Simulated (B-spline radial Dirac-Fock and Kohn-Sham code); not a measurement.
**An X-ray data sheet for Mn⁴⁺, step by step**

Aim: for Mn⁴⁺, compute its X-ray form factor and Compton profile, the binding energy of each subshell, how cheaper methods do for the levels, its photoionisation cross sections, the widths and yields of its core holes and its two-hole states.

Method: a free atom or ion on a radial basis; each step names its model; computed with B-spline radial Dirac-Fock and Kohn-Sham code, version 2.

## Step 1: What is computed

Manganese as Mn⁴⁺, [Ar] 3d3.

- nuclear charge: 25
- electrons: 21
- mass number: 55
- nuclear rms radius: 3.7057 fm

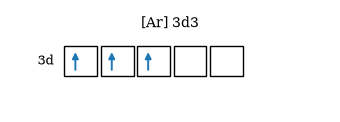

The shells outside the core; arrows follow Hund's rule for the drawing alone (heavy ions are jj-coupled), while the calculation averages over the configuration.

## Step 2: X-ray scattering functions

Model: Dirac-Fock average of configuration, finite nucleus; form factor of the spherical density, Waller-Hartree incoherent function, impulse-approximation Compton profiles.

The run's settings:

```ini
task = scatter
Z = 25
charge = 4
configuration = 1s2 2s2 2p6 3s2 3p6 3d3
mass_number = 55
rms_radius = 3.7057  # fm
s = [0.0, 0.03, 0.04, 0.05, 0.07, 0.09, 0.11, 0.14, 0.18, 0.22, 0.29, 0.36, 0.46, 0.58, 0.74, 0.94, 1.2, 1.52, 1.93, 2.46, 3.12, 3.96, 5.03]  # 1/A
pz = [0, 0.1, 0.2, 0.3, 0.4, 0.5, 0.6, 0.8, 1.0, 1.2, 1.4, 1.6, 1.8, 2.0, 2.5, 3.0, 4.0, 5.0, 7.0, 10.0, 15.0, 20.0, 30.0, 40.0, 60.0, 100.0]  # a.u.
photon_energy = [1000, 2000, 5000, 8047.8, 10000, 17479.3, 20000, 50000]  # eV
```

Main fields of the result record, rounded:

```text
{
  "status": "converged",
  "form_factor [e]": [21.0, 20.928, 20.872, 20.8, 20.612, 20.365, 20.064, 19.523, 18.661, 17.682, 15.83, 13.988, 11.664, 9.5644, 7.8196, 6.6256, 5.5969, 4.4376, 3.1559, 2.0982, 1.4916, 1.1805, 0.94943],
  "incoherent": [-2.7844e-12, 0.077184, 0.13666, 0.21243, 0.41069, 0.66679, 0.97434, 1.5162, 2.3489, 3.2539, 4.8708, 6.3968, 8.3013, 10.152, 11.995, 13.592, 15.072, 16.463, 17.736, 18.73, 19.413, 19.937, 20.372],
  "compton_total [1/a.u.]": [3.3081, 3.304, 3.2914, 3.2704, 3.2406, 3.202, 3.1542, 3.0311, 2.872, 2.6818, 2.469, 2.2445, 2.0199, 1.8048, 1.3489, 1.0281, 0.67628, 0.50081, 0.29889, 0.14324, 0.051765, 0.022966, 0.0058722, 0.0018282, 0.000276, 2.0243e-05],
  "shells": ["1s1/2", "2s1/2", "2p1/2", "2p3/2", "3s1/2", "3p1/2", "3p3/2", "3d3/2", "3d5/2"],
  "occupation": [2.0, 2.0, 2.0, 4.0, 2.0, 2.0, 4.0, 1.2, 1.8],
  "mean_momentum [a.u.]": [21.186, 6.975, 9.3882, 9.2776, 2.8834, 3.3535, 3.3246, 3.5582, 3.549],
  "r2 [bohr^2]": 10.946,
  "r_inverse [1/bohr]": 108.52,
  "r1 [bohr]": 11.943,
  "coherent [b]": [286.22, 266.73, 182.19, 119.17, 94.726, 50.045, 42.051, 10.216],
  "incoherent_cross_section [b]": [0.18074, 0.66802, 2.8065, 4.6875, 5.5985, 7.7244, 8.1738, 9.9615],
  "radial_jk": {
    "3d": {"j0": [1.0, 0.99255, 0.98679, 0.97946, 0.96021, 0.93526, 0.90514, 0.85175, 0.76903, 0.67862, 0.51808, 0.37268, 0.21124, 0.089884, 0.013778, -0.01398, -0.014737, -0.0078716, -0.0027256, -0.00059649, -5.6949e-05, 2.1954e-05, 1.4506e-05], "j2": [0.0, 0.002976, 0.0052642, 0.0081728, 0.015748, 0.025452, 0.036972, 0.056868, 0.086229, 0.11601, 0.16155, 0.19177, 0.2054, 0.18814, 0.14224, 0.087606, 0.041951, 0.015691, 0.0041343, 0.00058687, -6.3708e-05, -7.9746e-05, -3.282e-05], "j4": [0.0, 4.2573e-06, 1.3382e-05, 3.2445e-05, 0.00012236, 0.00032626, 0.00070625, 0.0017517, 0.0043574, 0.0086765, 0.020578, 0.036749, 0.061793, 0.085562, 0.098746, 0.092159, 0.069147, 0.042511, 0.021169, 0.0085253, 0.002936, 0.00086563, 0.00022128], "r2": 1.1289, "r4": 2.5578, "r6": 9.89}
  }
}
```

The scattering functions against s = sin θ / λ:

```
s (1/Å)   f (e)  f / N    S(s)  f, tabulated
      0   21.00  1.000       0         21.00
 0.0400   20.87  0.994  0.1367         20.87
 0.0700   20.61  0.982  0.4107         20.61
  0.110   20.06  0.955  0.9743         20.06
  0.180   18.66  0.889   2.349         18.65
  0.290   15.83  0.754   4.871         15.81
  0.460   11.66  0.555   8.301         11.63
  0.740   7.820  0.372   12.00         7.787
   1.20   5.597  0.267   15.07         5.556
   1.93   3.156  0.150   17.74         3.154
   3.12   1.492  0.071   19.41         1.478
   5.03  0.9494  0.045   20.37        0.9382
```

Tabulated: Waasmaier and Kirfel, Acta Cryst. A51, 416 (1995).

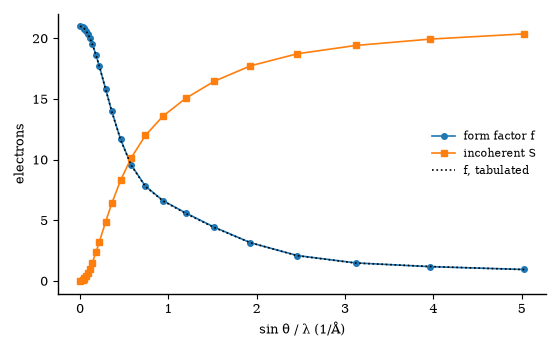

Form factor and incoherent scattering function.

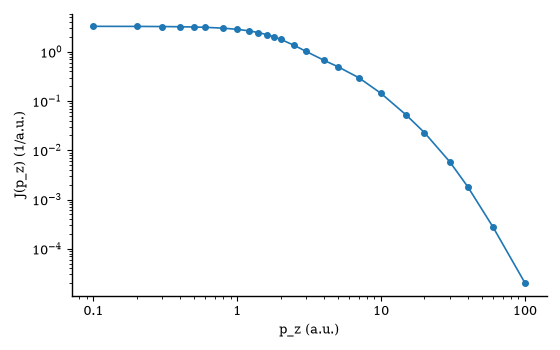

Compton profile, summed over all shells.

## Step 3: Core and valence levels

Model: Dirac-Fock average of configuration, Delta-SCF, finite nucleus, first-order Breit with its frequency dependence, self-energy and vacuum polarisation.

The run's settings:

```ini
task = binding
```

Main fields of the result record, rounded:

```text
{
  "status": "converged",
  "shells": ["K", "L1", "L2", "L3", "M1", "M2", "M3", "M4,5"],
  "total_energy_parts [Ha]": [-1153.63918, 0.44892813, -0.039115911, -0.000991171266, 0.297156685, -0.0244393292],
  "koopmans [eV]": [6661.98, 865.685, 746.175, 735.569, 163.308, 125.401, 123.965, 71.6567],
  "dirac_coulomb [eV]": [6626.05, 852.458, 731.404, 720.982, 161.048, 123.243, 121.856, 69.9193],
  "gaunt [eV]": [-7.29371, -0.444689, -0.839469, -0.566264, -0.0479712, -0.0903199, -0.0526233, 0.0119949],
  "retardation [eV]": [0.428632, 0.00816833, 0.0845814, 0.0846317, 0.000948974, 0.0104745, 0.0104742, -0.000999901],
  "breit_frequency [eV]": [0.0111676, -0.00185758, -0.000528124, 0.00487474, -0.000314476, -0.000170958, 0.000594272, -0.000143207],
  "self_energy [eV]": [-3.42894, -0.333592, 0.0477964, 0.0225392, -0.0503597, 0.00670012, 0.00331188, 0.00391165],
  "vacuum_polarisation [eV]": [0.28671, 0.0261703, -0.00273541, -0.00282779, 0.00386027, -0.000404159, -0.000418383, -0.000267298],
  "binding [eV]": [6616.05, 851.712, 730.694, 720.525, 160.954, 123.169, 121.817, 69.9338],
  "mean_radius [bohr]": [0.0608636, 0.27745, 0.24431, 0.247166, 0.83261, 0.868258, 0.875501, 0.962751]
}
```

total_energy_parts: Dirac-Coulomb, Gaunt, retardation, frequency dependence, self-energy, vacuum polarisation. 

Each level as Koopmans' value plus corrections (eV):

```
level      -ε  relaxation  Breit    QED  binding
   1s  6662.0      -35.93  -6.85  -3.14   6616.1
   2s   865.7      -13.23  -0.44  -0.31    851.7
2p1/2   746.2      -14.77  -0.76   0.05    730.7
2p3/2   735.6      -14.59  -0.48   0.02    720.5
   3s   163.3       -2.26  -0.05  -0.05    161.0
3p1/2   125.4       -2.16  -0.08   0.01    123.2
3p3/2   124.0       -2.11  -0.04   0.00    121.8
   3d   71.66       -1.74   0.01   0.00    69.93
```

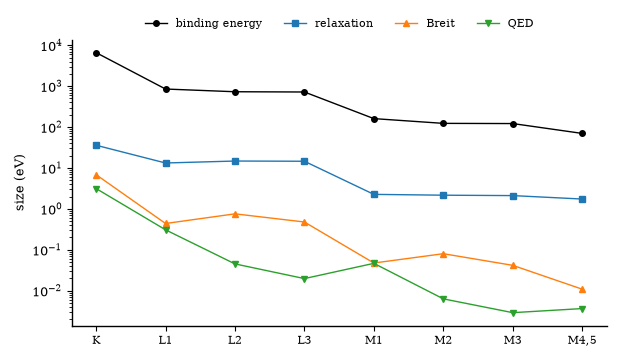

Binding energies and the sizes of their corrections, level by level (signs dropped).

X-ray lines as differences of these levels:

```
       line  energy (eV)
 Kβ1 (K-M3)       6494.2
 Kβ3 (K-M2)       6492.9
 Kα1 (K-L3)       5895.5
 Kα2 (K-L2)       5885.4
Lβ3 (L1-M3)        729.9
Lβ4 (L1-M2)        728.5
 Lη (L2-M1)        569.7
 Lℓ (L3-M1)        559.6
```

## Step 4: Dirac LDA, for comparison

Model: Dirac-Kohn-Sham LDA (Slater exchange, VWN correlation), finite nucleus, spherical and without spin polarisation.

Recorded inputs:

```ini
task = binding-ladder
method = lda,vwn
relativity = dirac
```

Main fields of the result record, rounded:

```text
{
  "status": "converged",
  "shells": ["K", "L1", "L2", "L3", "M1", "M2", "M3", "M4,5"],
  "minus_eigenvalue [eV]": [6472.43, 802.245, 696.679, 686.282, 142.044, 111.493, 110.12, 61.0153],
  "delta_scf [eV]": [6625.96, 831.17, 730.364, 719.542, 153.746, 122.914, 121.471, 71.7348],
  "total_energy [Ha]": -1152.18436,
  "dirac_fock_binding [eV]": [6616.05, 851.712, 730.694, 720.525, 160.954, 123.169, 121.817, 69.9338]
}
```

Against the Dirac-Fock value with Breit and QED (eV):

```
level      -ε    miss    ΔSCF   miss  Dirac-Fock
    K  6472.4  -143.6  6626.0   +9.9      6616.1
   L1   802.2   -49.5   831.2  -20.5       851.7
   L2   696.7   -34.0   730.4   -0.3       730.7
   L3   686.3   -34.2   719.5   -1.0       720.5
   M1   142.0   -18.9   153.7   -7.2       161.0
   M2   111.5   -11.7   122.9   -0.3       123.2
   M3   110.1   -11.7   121.5   -0.3       121.8
 M4,5   61.02    -8.9   71.73   +1.8       69.93
```

## Step 5: Photoionisation

Model: independent-particle photoionisation: Dirac-Hartree-Slater potential of the initial state with a Latter tail for bound and continuum orbitals, all multipoles in the length form, thresholds from Dirac-Fock Delta-SCF.

The run's settings:

```ini
task = photo
photon_energy = [21.22, 86.5, 100, 114.0, 471.0, 600, 2680.0, 5414.7, 6750.0, 10100.0, 15000, 17479.3, 33700.0, 59318.2, 150000, 159000.0]  # eV
```

Main fields of the result record, rounded:

```text
{
  "status": "converged",
  "shells": ["K", "L1", "L2", "L3", "M1", "M2", "M3", "M4", "M5"],
  "occupation": [2.0, 2.0, 2.0, 4.0, 2.0, 2.0, 4.0, 1.2, 1.8],
  "threshold [eV]": [6616.05, 851.712, 730.694, 720.525, 160.954, 123.169, 121.817, 70.0218, 69.8751],
  "sigma [Mb]": [
    ["K", "-", "-", "-", "-", "-", "-", "-", "-", 0.0344, 0.012, 0.00408, 0.00265, 0.000395, 7.19e-05, 4.12e-06, 3.44e-06],
    ["L1", "-", "-", "-", "-", "-", "-", 0.0192, 0.00403, 0.00238, 0.000875, 0.00031, 0.000205, 3.26e-05, 6.18e-06, 3.69e-07, 3.09e-07],
    ["L2", "-", "-", "-", "-", "-", "-", 0.0117, 0.00127, 0.000612, 0.000155, 3.85e-05, 2.23e-05, 2.01e-06, 2.44e-07, 7.95e-09, 6.46e-09],
    ["L3", "-", "-", "-", "-", "-", "-", 0.0224, 0.00239, 0.00115, 0.000287, 7.03e-05, 4.05e-05, 3.53e-06, 4.13e-07, 1.24e-08, 1e-08],
    ["M1", "-", "-", "-", "-", 0.0799, 0.0531, 0.00293, 0.000603, 0.000355, 0.00013, 4.64e-05, 3.07e-05, 4.92e-06, 9.35e-07, 5.61e-08, 4.7e-08],
    ["M2", "-", "-", "-", "-", 0.0973, 0.0603, 0.00143, 0.000169, 8.3e-05, 2.16e-05, 5.48e-06, 3.2e-06, 2.94e-07, 3.62e-08, 1.19e-09, 9.66e-10],
    ["M3", "-", "-", "-", "-", 0.193, 0.119, 0.00273, 0.000318, 0.000156, 4e-05, 1e-05, 5.81e-06, 5.18e-07, 6.12e-08, 1.85e-09, 1.5e-09],
    ["M4", "-", 1.53, 1.28, 1.03, 0.023, 0.011, 4.79e-05, 2.72e-06, 1.03e-06, 1.81e-07, 3.08e-08, 1.55e-08, 7.56e-10, 5.68e-11, 8.9e-13, 6.94e-13],
    ["M5", "-", 2.3, 1.91, 1.55, 0.0341, 0.0162, 7.02e-05, 3.95e-06, 1.49e-06, 2.6e-07, 4.38e-08, 2.19e-08, 1.05e-09, 7.67e-11, 1.15e-12, 8.96e-13]
  ],
  "beta_dipole": [
    ["K", "-", "-", "-", "-", "-", "-", "-", "-", 2.0, 2.0, 2.0, 2.0, 2.0, 1.99, 1.94, 1.93],
    ["L1", "-", "-", "-", "-", "-", "-", 2.0, 2.0, 2.0, 2.0, 2.0, 2.0, 2.0, 1.99, 1.93, 1.93],
    ["L2", "-", "-", "-", "-", "-", "-", 1.3, 0.998, 0.894, 0.707, 0.541, 0.483, 0.269, 0.117, -0.159, -0.18],
    ["L3", "-", "-", "-", "-", "-", "-", 1.31, 0.999, 0.889, 0.688, 0.503, 0.436, 0.17, -0.0515, -0.498, -0.53],
    ["M1", "-", "-", "-", "-", 2.0, 2.0, 2.0, 2.0, 2.0, 2.0, 2.0, 2.0, 2.0, 1.99, 1.93, 1.93],
    ["M2", "-", "-", "-", "-", 1.62, 1.62, 1.24, 0.94, 0.842, 0.669, 0.515, 0.462, 0.256, 0.112, -0.161, -0.182],
    ["M3", "-", "-", "-", "-", 1.63, 1.63, 1.25, 0.939, 0.835, 0.648, 0.475, 0.413, 0.154, -0.0582, -0.501, -0.532],
    ["M4", "-", 0.542, 0.719, 0.851, 1.21, 1.17, 0.632, 0.417, 0.346, 0.27, 0.227, 0.184, 0.0205, -0.124, -0.607, -0.642],
    ["M5", "-", 0.553, 0.73, 0.861, 1.21, 1.16, 0.625, 0.419, 0.349, 0.28, 0.248, 0.209, 0.0606, -0.058, -0.518, -0.554]
  ]
}
```

Rows start with the subshell; columns follow the photon energies; blanks lie below or just at threshold.

Totals and shares by shell:

```
hν (eV)  total (kb)  K (%)  L (%)  M (%)
 86.500        3830      -      -  100.0
 100.00        3190      -      -  100.0
 114.00        2580      -      -  100.0
 471.00         427      -      -  100.0
 600.00         260      -      -  100.0
 2680.0        60.5      -   88.1   11.9
 5414.7        8.78      -   87.5   12.5
 6750.0        39.1   87.9   10.6    1.5
  10100        13.5   88.8    9.7    1.4
  15000        4.56   89.5    9.2    1.4
  17479        2.96   89.6    9.1    1.3
  33700       0.439   90.0    8.7    1.3
  59318      0.0798   90.1    8.6    1.3
 150000     0.00457   90.2    8.5    1.3
 159000     0.00382   90.2    8.5    1.3
```

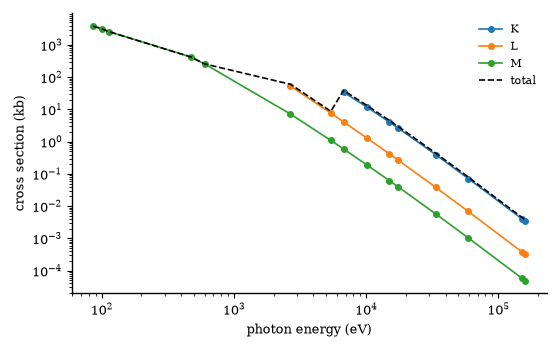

Photoionisation by shell at the energies asked; lines only join the points and miss the jumps at edges.

## Step 6: Widths and yields

Model: independent-particle rates: relativistic LDA orbitals of the hole state, multipoles to L = 3 (length form), Coulomb Auger matrix elements with a Latter-tail continuum; energies from Dirac-Fock.

Settings, as recorded:

```ini
task = decay
holes = ["K", "L1", "L2", "L3", "M1", "M2", "M3"]
```

Main fields of the result record, rounded:

```text
{
  "status": "converged",
  "K": {
    "width_radiative": 0.34911,
    "width_radiative_velocity": 0.36166,
    "width_nonradiative": 0.75655,
    "coster_kronig": {},
    "radiative": [["L3", 5895.5, 0.20448], ["L2", 5885.4, 0.10426], ["M3", 6494.2, 0.026789], ["M2", 6492.9, 0.013561], ["M5", 6546.2, 5.8654e-06], ["M4", 6546.0, 3.9913e-06]],
    "auger": [["L2L3", 5096.7, 0.24603], ["L3L3", 5106.0, 0.13738], ["L1L3", 4986.4, 0.10053], ["L1L2", 4975.9, 0.054702], ["L1L1", 4849.8, 0.04699], ["L3M3", 5745.8, 0.033359]]
  },
  "L1": {
    "width_radiative": 0.002613,
    "width_radiative_velocity": 0.002539,
    "width_nonradiative": 2.0493,
    "coster_kronig": {"L2": 0.56744, "L3": 1.2134},
    "radiative": [["M3", 729.9, 0.0016456], ["M2", 728.54, 0.00087206], ["L3", 131.19, 6.7463e-05], ["L2", 121.02, 2.6083e-05], ["M5", 781.84, 1.0771e-06], ["M4", 781.69, 7.2102e-07]],
    "auger": [["L3M5", 34.296, 0.7103], ["L3M4", 33.898, 0.50308], ["L2M5", 23.866, 0.3544], ["L2M4", 24.124, 0.21304], ["M1M3", 547.38, 0.10646], ["M1M2", 545.96, 0.0542]]
  },
  "L2": {
    "width_radiative": 0.0011936,
    "width_radiative_velocity": 0.0012591,
    "width_nonradiative": 0.35259,
    "coster_kronig": {},
    "radiative": [["M4", 660.67, 0.0010447], ["M1", 569.74, 0.00014868], ["M3", 608.88, 2.6692e-07], ["M5", 660.82, 2.0209e-10], ["L3", 10.168, 6.5095e-12], ["M2", 607.52, 1.5097e-12]],
    "auger": [["M2M3", 462.72, 0.14884], ["M1M2", 424.94, 0.048724], ["M2M2", 459.82, 0.042186], ["M2M5", 514.92, 0.035405], ["M3M4", 516.28, 0.020647], ["M2M4", 515.8, 0.018022]]
  },
  "L3": {
    "width_radiative": 0.0011893,
    "width_radiative_velocity": 0.001252,
    "width_nonradiative": 0.35761,
    "coster_kronig": {},
    "radiative": [["M5", 650.65, 0.00092954], ["M1", 559.57, 0.00015564], ["M4", 650.5, 0.00010385], ["M2", 597.36, 1.3481e-07], ["M3", 598.71, 1.317e-07]],
    "auger": [["M3M3", 453.49, 0.11694], ["M2M3", 452.55, 0.07934], ["M1M3", 416.19, 0.050931], ["M3M5", 506.78, 0.040068], ["M3M4", 506.11, 0.026863], ["M4M5", 557.8, 0.013524]]
  },
  "M1": {
    "width_radiative": 2.8018e-05,
    "width_radiative_velocity": 1.8943e-05,
    "width_nonradiative": 0,
    "coster_kronig": {},
    "radiative": [["M3", 39.137, 1.9366e-05], ["M2", 37.785, 8.6488e-06], ["M5", 91.079, 1.9292e-09], ["M4", 90.932, 1.2721e-09]],
    "auger": []
  },
  "M2": {
    "width_radiative": 1.4934e-05,
    "width_radiative_velocity": 1.3829e-05,
    "width_nonradiative": 0,
    "coster_kronig": {},
    "radiative": [["M4", 53.148, 1.4934e-05], ["M3", 1.3524, 1.5351e-14], ["M5", 53.294, 1.3919e-14]],
    "auger": []
  },
  "M3": {"width_radiative": 1.41e-05, "width_radiative_velocity": 1.3e-05, "width_nonradiative": 0, "coster_kronig": {}, "radiative": [["M5", 51.942, 1.2703e-05], ["M4", 51.795, 1.3967e-06]], "auger": []}
}
```

All in eV. For each hole the six strongest lines (shell, energy, width) and Auger groups (final holes, energy, width) are shown.

How each hole decays (widths in eV):

```
      hole  radiative  Auger  Coster-Kronig     total    yield  lifetime (fs)
    K (1s)      0.349  0.757              0      1.11    0.316          0.595
   L1 (2s)    0.00261  0.268           1.78      2.05  0.00127          0.321
L2 (2p1/2)    0.00119  0.353              0     0.354  0.00337           1.86
L3 (2p3/2)    0.00119  0.358              0     0.359  0.00331           1.83
   M1 (3s)   2.80e-05      0              0  2.80e-05     1.00          23500
M2 (3p1/2)   1.49e-05      0              0  1.49e-05     1.00          44100
M3 (3p3/2)   1.41e-05      0              0  1.41e-05     1.00          46700
```

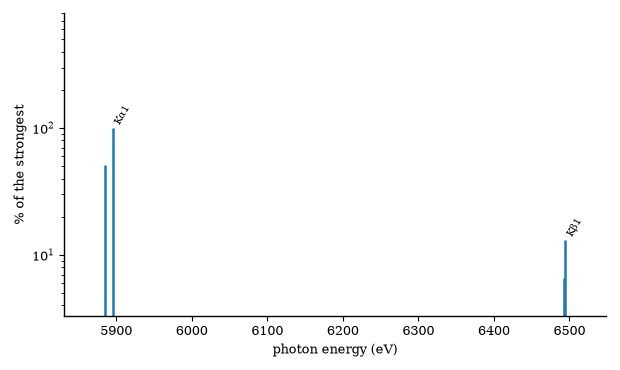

Emission lines that fill the K hole.

[end of part 1 of 2]
